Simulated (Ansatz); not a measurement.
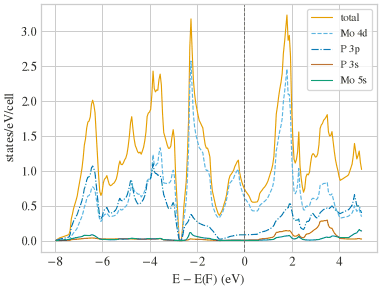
Figure: Total and projected density of states of MoP in space group P-6m2 (No. 187; Mo on 1a, P on 1f), LDA in the plane-wave PAW code Ansatz

Problem. Which orbitals carry the states next to the Fermi level?

Solution. Within 0.5 eV of the Fermi level: Mo 4d 85 %, P 3p 10 %. Projections are on Löwdin-orthogonalised atomic valence shells; empty p or d shells of many metals are not among them.

Problem. Where is the tallest occupied peak in this window, and what makes it?

Solution. Near -2.2 eV, about 3.2 states/eV per cell; the largest projected share is Mo 4d.

Symmetry was held in the LDA relaxation; of distortions, only those at the zone centre were tested. The run is not spin-polarised. Spin–orbit coupling is left out wherever it is not named.

Potentials: the later of the program's two PAW sets.
